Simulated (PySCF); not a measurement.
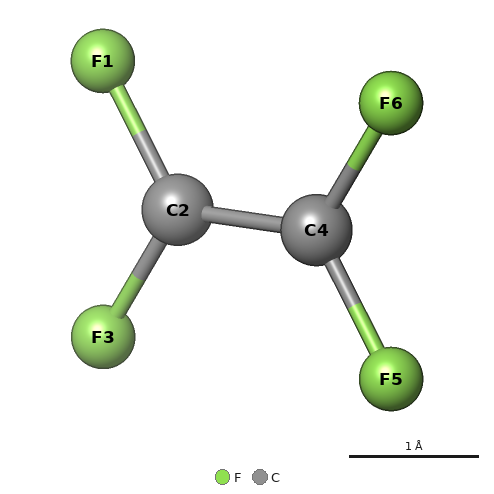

Orthographic view with a scale bar. Computed geometry: PBE0-D3(BJ)/def2-SVP optimisation. No frequency run is at hand to confirm it as a minimum.

Give an XYZ file in the frame of the picture: x to the right, y up, z towards the viewer, origin at the mean of the atomic positions.

```xyz
6
C2F4
F   -1.12   1.24  -0.57
C   -0.54   0.08  -0.38
F   -1.12  -0.91  -1.01
C    0.54  -0.08   0.38
F    1.12  -1.24   0.57
F    1.12   0.91   1.01
```
